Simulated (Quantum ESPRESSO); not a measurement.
# W (Tungsten): from the cell to the phonon bands, part 2 of 3

How does W (Tungsten) vibrate, and is this structure a minimum?

Quantum ESPRESSO 7.5; DFT PBE, scalar-relativistic, plane waves, PseudoDojo norm-conserving pseudopotentials.

So far. Step 2 (A first look): No gap opens on this mesh, so smearing is kept; the start stands at 6.1 GPa. Step 4 (Ground state): The cell stands at -0.026 GPa, close enough for phonons. The relaxed cell has a = 3.183 Å (conventional setting).

## (5) Linear response on the mesh

Linear response treats each wavevector in the unit cell, with no supercell; the 4×4×4 mesh fixes the range of the force constants to be had.

ph.in reads:

```
phonons
&inputph
   prefix = 'x'
   outdir = './tmp'
   fildyn = 'x.dyn'
   tr2_ph = 1.0d-18
   alpha_mix(1) = 0.4
   nmix_ph = 8
   ldisp = .true.
   nq1 = 4
   nq2 = 4
   nq3 = 4
/
```

The run is started by

```bash
OMP_NUM_THREADS=1 mpirun -n 4 ph.x -nk 4 -in ph.in > ph.out
```

Log:

```text
[banners, grids, parts of the stress and lines that vanish by symmetry left out]
[banner, memory and clock lines left out]
Program PHONON v.7.5

     ./tmp/x.save/

     IMPORTANT: XC functional enforced from input :
     Exchange-correlation= PBE
                           (   1   4   3   4   0   0   0)
     Any further DFT definition will be discarded
     Please, verify this is what you really want

     G-vector sticks info

     Reading collected, re-writing distributed wavefunctions in ./tmp/

     Dynamical matrices for ( 4, 4, 4)  uniform grid of q-points
     (   8 q-points):
       N         xq(1)         xq(2)         xq(3)
       1   0.000000000   0.000000000   0.000000000
       2   0.000000000  -0.250000000   0.250000000
       3   0.000000000   0.500000000  -0.500000000
       4  -0.250000000   0.750000000  -0.500000000
[...]
Number and degeneracy of irreps per q-point
       N         xq(1)         xq(2)         xq(3)   N irreps
       1   0.000000000   0.000000000   0.000000000       1
        3
       2   0.000000000  -0.250000000   0.250000000       3
     No degeneracy
       3   0.000000000   0.500000000  -0.500000000       3
     No degeneracy
       4  -0.250000000   0.750000000  -0.500000000       3
     No degeneracy
       5   0.000000000   0.000000000   0.500000000       2
        1   2
       6   0.000000000   0.750000000  -0.250000000       3
     No degeneracy
       7   0.500000000  -0.500000000   0.500000000       1
        3
       8   0.000000000   0.000000000  -1.000000000       1
        3

     Calculation of q =    0.0000000   0.0000000   0.0000000

     phonons

     bravais-lattice index     =            3
     lattice parameter (alat)  =       6.0155  a.u.
     unit-cell volume          =     108.8366 (a.u.)^3
     number of atoms/cell      =            1
     number of atomic types    =            1
     kinetic-energy cut-off    =      81.0000  Ry
     charge density cut-off    =     324.0000  Ry
     convergence threshold     =      1.0E-18
     beta                      =       0.4000
     number of iterations used =            8
     Exchange-correlation= PBE
                           (   1   4   3   4   0   0   0)

     celldm(1)=    6.01545  celldm(2)=    0.00000  celldm(3)=    0.00000
     celldm(4)=    0.00000  celldm(5)=    0.00000  celldm(6)=    0.00000

     crystal axes: (cart. coord. in units of alat)
               a(1) = (  0.5000  0.5000  0.5000 )
               a(2) = ( -0.5000  0.5000  0.5000 )
               a(3) = ( -0.5000 -0.5000  0.5000 )

     reciprocal axes: (cart. coord. in units 2 pi/alat)
               b(1) = (  1.0000  0.0000  1.0000 )
               b(2) = ( -1.0000  1.0000  0.0000 )
               b(3) = (  0.0000 -1.0000  1.0000 )

     Atoms inside the unit cell:

     Cartesian axes

     site n.  atom      mass           positions (alat units)
        1  W     183.8400   tau(    1) = (    0.00000    0.00000    0.00000  )

     Computing dynamical matrix for
                    q = (   0.0000000   0.0000000   0.0000000 )

     49 Sym.Ops. (with q -> -q+G )

     G cutoff =  296.9765  (  10761 G-vectors)     FFT grid: ( 30, 30, 30)

     number of k points=   145  Marzari-Vanderbilt smearing, width (Ry)=  0.0200

     PseudoPot. # 1 for W  read from file:
     ./pseudo/W.upf
     Pseudo is Norm-conserving + core correction, Zval = 14.0

     Mode symmetry, O_h (m-3m)  point group:

     Atomic displacements:
     There are    1 irreducible representations

     Representation     1      3 modes -  To be done

     Alpha used in Ewald sum =   2.8000

     Representation #   1 modes #   1   2   3

     Self-consistent Calculation
      iter #   1   av.it.:   7.8
      thresh= 1.000E-02 alpha_mix =  0.400 |ddv_scf|^2 =  3.615E-06
      iter #   2   av.it.:  10.9
      thresh= 1.901E-04 alpha_mix =  0.400 |ddv_scf|^2 =  4.572E-07
      iter #   3   av.it.:  11.3
      thresh= 6.761E-05 alpha_mix =  0.400 |ddv_scf|^2 =  5.405E-09
      iter #   4   av.it.:  12.3
      thresh= 7.352E-06 alpha_mix =  0.400 |ddv_scf|^2 =  3.624E-11
[...]
End of self-consistent calculation

     Convergence has been achieved

     Number of q in the star =    1
     List of q in the star:
[...]
Diagonalizing the dynamical matrix

     q = (    0.000000000   0.000000000   0.000000000 )

 **************************************************************************
     freq (    1) =       0.015718 [THz] =       0.524308 [cm-1]
     freq (    2) =       0.015718 [THz] =       0.524308 [cm-1]
     freq (    3) =       0.015718 [THz] =       0.524308 [cm-1]
 **************************************************************************

     Mode symmetry, O_h (m-3m)  point group:

     freq (   1-   3) =          0.5  [cm-1]   --> T_1u G_15  G_4- I

     Calculation of q =    0.0000000  -0.2500000   0.2500000
     [... set-up and bands at k+q left out ...]

     Mode symmetry, C_2v (mm2)  point group:

     Atomic displacements:
     There are    3 irreducible representations

     Representation     1      1 modes -  To be done

     Representation     2      1 modes -  To be done

     Representation     3      1 modes -  To be done

     Message from routine init_vloc:
     Interpolation table for Vloc re-allocated

     Alpha used in Ewald sum =   2.8000

     Representation #   1 mode #   1

     Self-consistent Calculation

[...]
[... iterations left out ...]
[...]
End of self-consistent calculation

     Convergence has been achieved

     Representation #   2 mode #   2

     Self-consistent Calculation

[...]
[... iterations left out ...]
[...]
End of self-consistent calculation

     Convergence has been achieved

     Representation #   3 mode #   3

     Self-consistent Calculation

[...]
[... iterations left out ...]
[...]
End of self-consistent calculation

     Convergence has been achieved

     Number of q in the star =   12
     List of q in the star:
[...]
Diagonalizing the dynamical matrix

     q = (    0.000000000  -0.250000000   0.250000000 )

 **************************************************************************
     freq (    1) =       2.949799 [THz] =      98.394689 [cm-1]
     freq (    2) =       2.958356 [THz] =      98.680137 [cm-1]
     freq (    3) =       4.803157 [THz] =     160.216064 [cm-1]
 **************************************************************************

     Mode symmetry, C_2v (mm2)  point group:

     freq (   1-   1) =         98.4  [cm-1]   --> B_1  D_3  S_3
     freq (   2-   2) =         98.7  [cm-1]   --> B_2  D_4  S_4
     freq (   3-   3) =        160.2  [cm-1]   --> A_1  D_1  S_1

     Calculation of q =    0.0000000   0.5000000  -0.5000000
     [... set-up and bands at k+q left out ...]

     Mode symmetry, D_2h (mmm)  point group:

     Atomic displacements:
     There are    3 irreducible representations

[...]
Alpha used in Ewald sum =   2.8000

     Representation #   1 mode #   1

[...]
[... iterations left out ...]
[...]
Convergence has been achieved

[...]
Convergence has been achieved

[...]
Convergence has been achieved

     Number of q in the star =    6
     List of q in the star:
[...]
Diagonalizing the dynamical matrix

     q = (    0.000000000   0.500000000  -0.500000000 )

[...]
freq (    1) =       3.872572 [THz] =     129.175112 [cm-1]
     freq (    2) =       4.377967 [THz] =     146.033268 [cm-1]
     freq (    3) =       6.544258 [THz] =     218.292947 [cm-1]
[...]
Mode symmetry, D_2h (mmm)  point group:

     freq (   1-   1) =        129.2  [cm-1]   --> B_1u
     freq (   2-   2) =        146.0  [cm-1]   --> B_2u
     freq (   3-   3) =        218.3  [cm-1]   --> B_3u

     Calculation of q =   -0.2500000   0.7500000  -0.5000000
     [... set-up and bands at k+q left out ...]

     Mode symmetry, C_s (m)     point group:

     Atomic displacements:
     There are    3 irreducible representations

[...]
Alpha used in Ewald sum =   2.8000

[...]
Convergence has been achieved

[...]
Convergence has been achieved

[...]
Convergence has been achieved

     Number of q in the star =   24
     List of q in the star:
[...]
Diagonalizing the dynamical matrix

     q = (   -0.250000000   0.750000000  -0.500000000 )

[...]
freq (    1) =       4.403998 [THz] =     146.901577 [cm-1]
     freq (    2) =       4.935740 [THz] =     164.638553 [cm-1]
     freq (    3) =       5.829136 [THz] =     194.439032 [cm-1]
[...]
Mode symmetry, C_s (m)     point group:

     freq (   1-   1) =        146.9  [cm-1]   --> A'
     freq (   2-   2) =        164.6  [cm-1]   --> A''
     freq (   3-   3) =        194.4  [cm-1]   --> A'

     Calculation of q =    0.0000000   0.0000000   0.5000000
     [... set-up and bands at k+q left out ...]

     Mode symmetry, C_4v (4mm)  point group:

     Atomic displacements:
     There are    2 irreducible representations

[...]
Alpha used in Ewald sum =   2.8000

[...]
Convergence has been achieved

     Representation #   2 modes #   2   3

[...]
Convergence has been achieved

     Number of q in the star =    6
     List of q in the star:
[...]
Diagonalizing the dynamical matrix

     q = (    0.000000000   0.000000000   0.500000000 )

[...]
freq (    1) =       3.937465 [THz] =     131.339686 [cm-1]
     freq (    2) =       3.937465 [THz] =     131.339686 [cm-1]
     freq (    3) =       5.854415 [THz] =     195.282257 [cm-1]
[...]
Mode symmetry, C_4v (4mm)  point group:

     freq (   1-   2) =        131.3  [cm-1]   --> E    G_5 D_5
     freq (   3-   3) =        195.3  [cm-1]   --> A_1  G_1 D_1

     Calculation of q =    0.0000000   0.7500000  -0.2500000
     [... set-up and bands at k+q left out ...]

     Mode symmetry, C_2v (mm2)  point group:

     Atomic displacements:
     There are    3 irreducible representations

[...]
Alpha used in Ewald sum =   2.8000

[...]
Convergence has been achieved

     Representation #   2 mode #   2

[...]
Convergence has been achieved

     Representation #   3 mode #   3

[...]
Convergence has been achieved

     Number of q in the star =   12
     List of q in the star:
[...]
Diagonalizing the dynamical matrix

     q = (    0.000000000   0.750000000  -0.250000000 )

[...]
freq (    1) =       4.560473 [THz] =     152.121003 [cm-1]
     freq (    2) =       5.354301 [THz] =     178.600255 [cm-1]
     freq (    3) =       6.033388 [THz] =     201.252147 [cm-1]
[...]
Mode symmetry, C_2v (mm2)  point group:

     freq (   1-   1) =        152.1  [cm-1]   --> B_1  D_3  S_3
     freq (   2-   2) =        178.6  [cm-1]   --> A_1  D_1  S_1
     freq (   3-   3) =        201.3  [cm-1]   --> B_2  D_4  S_4

     Calculation of q =    0.5000000  -0.5000000   0.5000000
     [... set-up and bands at k+q left out ...]

     Mode symmetry, T_d (-43m)  point group:

     Atomic displacements:
     There are    1 irreducible representations

     Representation     1      3 modes -  To be done

     Alpha used in Ewald sum =   2.8000

     Representation #   1 modes #   1   2   3

     Self-consistent Calculation

[...]
[... iterations left out ...]
[...]
End of self-consistent calculation

     Convergence has been achieved

     Number of q in the star =    2
     List of q in the star:
[...]
2   0.500000000  -0.500000000  -0.500000000

     Diagonalizing the dynamical matrix

     q = (    0.500000000  -0.500000000   0.500000000 )

[...]
freq (    1) =       5.295796 [THz] =     176.648736 [cm-1]
     freq (    2) =       5.295796 [THz] =     176.648736 [cm-1]
     freq (    3) =       5.295796 [THz] =     176.648736 [cm-1]
[...]
Mode symmetry, T_d (-43m)  point group:

     freq (   1-   3) =        176.6  [cm-1]   --> T_2  G_15 P_4

     Calculation of q =    0.0000000   0.0000000  -1.0000000
     [... set-up and bands at k+q left out ...]

     Mode symmetry, O_h (m-3m)  point group:

     Atomic displacements:
     There are    1 irreducible representations

     Representation     1      3 modes -  To be done

     Alpha used in Ewald sum =   2.8000

     Representation #   1 modes #   1   2   3

     Self-consistent Calculation

      iter #   1   av.it.:   8.7
      thresh= 1.000E-02 alpha_mix =  0.400 |ddv_scf|^2 =  2.629E-05

      [... iterations left out ...]
      iter #   9   av.it.:  12.0
      thresh= 1.295E-09 alpha_mix =  0.400 |ddv_scf|^2 =  6.884E-19

     End of self-consistent calculation

     Convergence has been achieved

     Number of q in the star =    1
     List of q in the star:
          1   0.000000000   0.000000000  -1.000000000

     Diagonalizing the dynamical matrix

     q = (    0.000000000   0.000000000  -1.000000000 )

 **************************************************************************
     freq (    1) =       5.307269 [THz] =     177.031446 [cm-1]
     freq (    2) =       5.307269 [THz] =     177.031446 [cm-1]
     freq (    3) =       5.307269 [THz] =     177.031446 [cm-1]
 **************************************************************************

     Mode symmetry, O_h (m-3m)  point group:

     freq (   1-   3) =        177.0  [cm-1]   --> T_1u G_15  G_4-


[key lines of the parts left out:]
the Fermi energy is    22.1286 ev
```

Wall time 53 min (4 MPI ranks of Arm Neoverse V1, shared host); 3.5 h of CPU time.

Read from the output:

```
largest acoustic frequency at the zone centre before the sum rule  : 0.52 cm⁻¹
lowest mode on the q mesh (acoustic ones at the zone centre apart) : 98.39 cm⁻¹
```

Frequencies (cm⁻¹) at each irreducible wavevector; negative means imaginary. Frequencies by wavevector:

| q (fractions) | star | mode 1 | mode 2 | mode 3 |
| --- | --- | --- | --- | --- |
| 0 0 0 | 1 | 0.52 | 0.52 | 0.52 |
| 0 0 0.25 | 12 | 98.39 | 98.68 | 160.2 |
| 0 0 -0.5 | 6 | 129.2 | 146 | 218.3 |
| 0 0.25 -0.5 | 24 | 146.9 | 164.6 | 194.4 |
| 0.25 0.25 0.25 | 6 | 131.3 | 131.3 | 195.3 |
| 0.25 0.25 -0.5 | 12 | 152.1 | 178.6 | 201.2 |
| 0.25 -0.25 0.25 | 2 | 176.7 | 176.7 | 176.7 |
| -0.5 -0.5 -0.5 | 1 | 177 | 177 | 177 |

The acoustic modes at Γ come out as far as 0.5 cm⁻¹ from zero, where they should vanish, a small numerical error.

## (6) Force constants in real space

The dynamical matrices of the mesh are Fourier-transformed to force constants in real space.

q2r.in reads:

```
&input
   fildyn = 'x.dyn'
   zasr = 'simple'
   flfrc = 'x.fc'
/
```

The run is started by

```bash
q2r.x < q2r.in > q2r.out
```

Log:

```text
[banners, grids, parts of the stress and lines that vanish by symmetry left out]
[banner, memory and clock lines left out]
Program Q2R v.7.5

  reading grid info from file x.dyn0

  reading force constants from file x.dyn1
  Dielectric Tensor not found
  nqs=            1
 q=   0.00000000  0.00000000  0.00000000
  reading force constants from file x.dyn2
  nqs=           12
 q=   0.00000000 -0.25000000  0.25000000
[...]
reading force constants from file x.dyn7
  nqs=            2
[...]
q=   0.50000000 -0.50000000 -0.50000000
  reading force constants from file x.dyn8
  nqs=            1
 q=   0.00000000  0.00000000 -1.00000000

      q-space grid ok, #points =   64

      fft-check success (sum of imaginary terms < 10^-12)
```

Wall time 0.45 s (1 thread).

## (7) Dispersion

From the force constants any wavevector is cheap; points of the mesh come back as solved, but for the sum rule and, in polar crystals, the LO-TO term at Γ; the rest is interpolation.

matdyn.in reads:

```
&input
   asr = 'simple'
   flfrc = 'x.fc'
   flfrq = 'x.freq'
   flvec = 'x.modes'
   q_in_band_form = .true.
   q_in_cryst_coord = .true.
/
8
  0.0000000   0.0000000   0.0000000  12  ! GAMMA
  0.5000000   0.5000000  -0.5000000  12  ! H
  0.5000000  -0.0000000  -0.5000000  12  ! N
  0.0000000   0.0000000   0.0000000  12  ! GAMMA
  0.7500000   0.2500000  -0.2500000  12  ! P
  0.5000000   0.5000000  -0.5000000   1  ! H
  0.7500000   0.2500000  -0.2500000  12  ! P
  0.5000000  -0.0000000  -0.5000000   1  ! N
```

The run is started by

```bash
matdyn.x -in matdyn.in > matdyn.out
```

Log:

```text
[banner, memory and clock lines left out]
Program MATDYN v.7.5

 mass for atomic type   1 not given; uses mass from file x.fc
     Message from routine matdyn:
     Z* not found in file x.fc, TO-LO splitting at q=0 will be absent!
     Message from routine matdyn:
     Z* not found in file x.fc, TO-LO splitting at q=0 will be absent!

Note: The following floating-point exceptions are signalling: IEEE_UNDERFLOW_FLAG
```

Wall time 0.46 s (1 thread).

Read from the output:

- lowest frequency on the path: 0 cm⁻¹
- mean frequency: 157.5 cm⁻¹
- Debye temperature (second moment): 300 K
- logarithmic mean frequency: 152.7 cm⁻¹

Matdyn.x, sum rule simple. Phonon branches along the path, in cm⁻¹:

| point | branch 1 | branch 2 | branch 3 |
| --- | --- | --- | --- |
| Γ | 0 | 0 | 0 |
| H | 177 | 177 | 177 |
| N | 129 | 146 | 218 |
| Γ | 0 | 0 | 0 |
| P | 177 | 177 | 177 |
| H | 177 | 177 | 177 |
| jump to P | 177 | 177 | 177 |
| N | 129 | 146 | 218 |

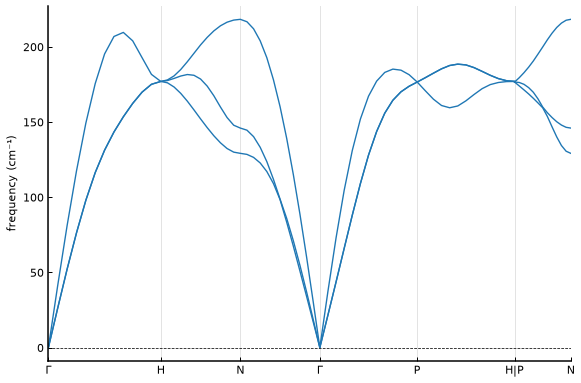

Phonon branches along the path.

Lowest modes at the softest wavevector of the mesh; phase exp(i q.(R + tau)). Modes at q = (0.250, 0.000, -0.250):

```csv
mode,frequency (cm⁻¹)
1,98.4
2,98.7
3,160.2
```

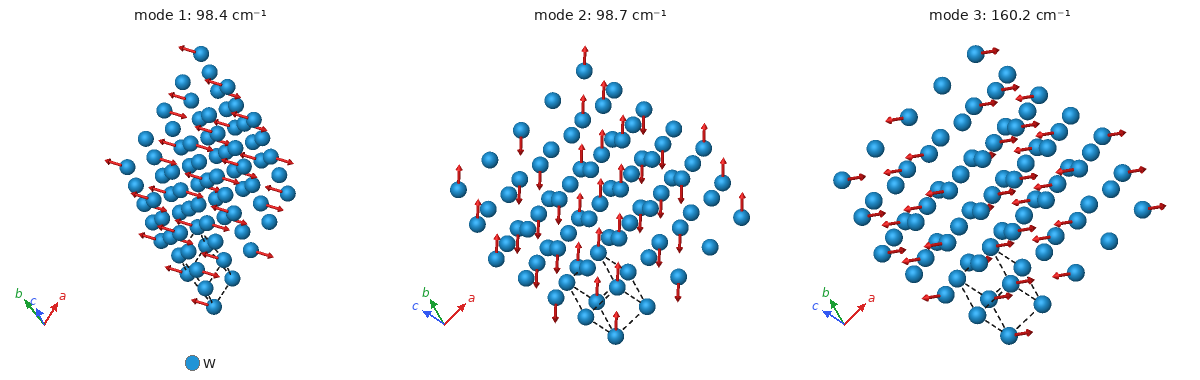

Displacement patterns of modes 1, 2 and 3 at q = (0.250, 0.000, -0.250); arrows are exaggerated. 4×2×4 cells are drawn. The axes are those of the cell as run, not the conventional ones. Some periodic images of atoms are drawn too.

Force constants by pair (phonopy on the run's constants); pairs near half the supercell's span include their periodic images. Pair force constants, by row:

```
atom  neighbour  distance (Å)  third of the trace (eV/Å²)  along the pair's line (eV/Å²)
  W1     itself             0                       17.59                              –
  W1          W         2.757                      -1.397                         -3.305
  W1          W         3.183                     -0.8756                         -2.982
  W1          W         4.502                     -0.1245                        -0.2572
  W1          W         5.279                      0.0242                          0.127
  W1          W         5.514                      -0.053                        -0.4983
  W1          W         6.366                     -0.0824                        -0.4156
  W1          W         7.118                      0.0358                         0.0504
```

Harmonic mean-square displacement, third of the trace. Mean-square displacements:

```csv
T (K),W1 U_eq (Å²)
0,6.30e-4
100,8.90e-4
300,0.00215
600,0.00418
```

Mode patterns, pair constants, displacements and means over the zone were worked out by phonopy from the force constants of q2r.x.

All branches are real along the path.

## (8) Sums over the zone

Sums over the zone need many more wavevectors than were solved, so the interpolation is sampled on a dense mesh.

matdyn.in reads:

```
&input
   asr = 'simple'
   flfrc = 'x.fc'
   dos = .true.
   fldos = 'x.dos'
   nk1 = 20
   nk2 = 20
   nk3 = 20
   deltaE = 0.3
/
```

The run is started by

```bash
matdyn.x -in matdyn.in > matdyn.out
```

Log:

```text
[banner, memory and clock lines left out]
Program MATDYN v.7.5

 mass for atomic type   1 not given; uses mass from file x.fc
     Message from routine matdyn:
     Z* not found in file x.fc, TO-LO splitting at q=0 will be absent!

Note: The following floating-point exceptions are signalling: IEEE_UNDERFLOW_FLAG
```

Wall time 4 s (1 thread).

This step gave:

```
share of modes beyond 3i cm⁻¹ on the dense interpolated mesh : 0
zero-point energy per atom                                   : 29.28 meV
heat capacity at 300 K                                       : 23.74 J/(mol atoms K)
vibrational entropy at 300 K                                 : 33.30 J/(mol atoms K)
```

Tetrahedra. Table of phonon density of states by wavenumber; read off at these points:

| wavenumber (cm⁻¹) | phonon density of states (1/cm⁻¹/cell) |
| --- | --- |
| 0.0 | 0 |
| 10.0 | 1.3e-5 |
| 20.0 | 6.3e-5 |
| 30.0 | 3.4e-4 |
| 40.0 | 7.6e-4 |
| 50.0 | 0.00113 |
| 60.0 | 0.00181 |
| 70.0 | 0.00262 |
| 80.0 | 0.00353 |
| 90.0 | 0.00499 |
| 100.0 | 0.00659 |
| 110.0 | 0.00925 |
| 120.0 | 0.0136 |
| 130.0 | 0.0237 |
| 140.0 | 0.0302 |
| 150.0 | 0.0389 |
| 158.4 | 0.0424 |
| 160.0 | 0.0384 |
| 170.0 | 0.0299 |
| 180.0 | 0.0166 |
| 190.0 | 0.0224 |
| 200.0 | 0.0350 |
| 205.2 | 0.0406 |
| 210.0 | 0.0136 |

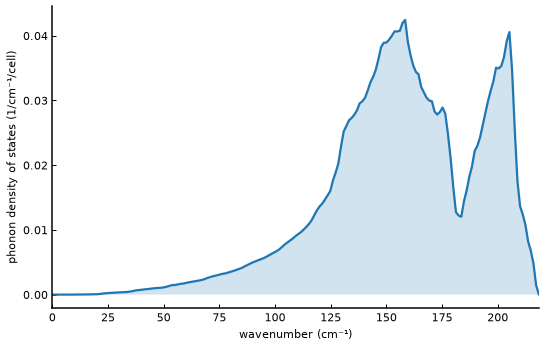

Phonon density of states, plotted against wavenumber.

Harmonic thermodynamic functions per atom, summed over the density of states scaled to three modes an atom; melting is ignored. Thermodynamic functions:

| T (K) | F_vib (meV/atom) | S (J/mol-atom/K) | C_V (J/mol-atom/K) |
| --- | --- | --- | --- |
| 0 | 29.28 | 0 | 0 |
| 50 | 29.02 | 2.185 | 6.298 |
| 100 | 25.9 | 10.14 | 16.49 |
| 200 | 7.77 | 23.92 | 22.35 |
| 300 | -22.16 | 33.3 | 23.74 |
| 400 | -60.41 | 40.21 | 24.26 |
| 500 | -105 | 45.65 | 24.5 |
| 600 | -154.7 | 50.13 | 24.64 |
| 700 | -208.7 | 53.94 | 24.72 |
| 800 | -266.3 | 57.24 | 24.77 |
| 900 | -327.2 | 60.16 | 24.81 |
| 1000 | -390.9 | 62.77 | 24.83 |

At 300 K the heat capacity has reached 95 % of the Dulong-Petit value.

[end of part 2 of 3]

[Host names and launcher messages were left out of these logs when they were recorded.]

[Logs are printed without paths, hosts, clocks, repeated set-up lines and the standing remarks that a program may print on its own settings, such as how far it seeks lower states.]

[Hosts, paths, dates, database ids (printed as entryN), source tags and the programs' standing remarks are cut or masked in the printed files.]
